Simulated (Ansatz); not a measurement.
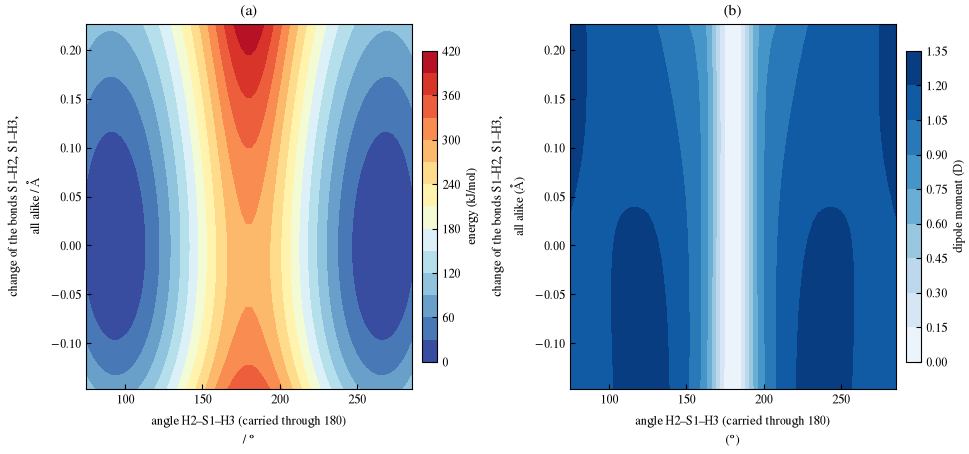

H₂S, SMILES S. 
- First axis: angle H2–S1–H3 (carried through 180). Second axis: change of the bonds S1–H2, S1–H3, all alike.
- Nothing is relaxed (all other coordinates rigid).
- The grid has 15 × 15 points; 120 points were computed and 105 follow by symmetry.
- Points are written as (first, second).
- Energies: kJ/mol, counted from the relaxed molecule at the same level.
- These are results of Ansatz 0.2.0, RKS r2SCAN0-D4/def2-TZVP, not measurements.

Panel (a) is the energy; panel (b) is the computed dipole moment, in D.

In the figure: filled contours. Between grid points the surface is interpolated.

How does the dipole moment vary over the map, and what is it at the lowest grid point?

Leaving out the highest fifth of the energies, it runs from 0.70 D at (164.9°, −0.013 Å) to 1.25 D at (119.7°, −0.147 Å). At the lowest grid point, (89.5°, 0.013 Å), it is 1.19 D.
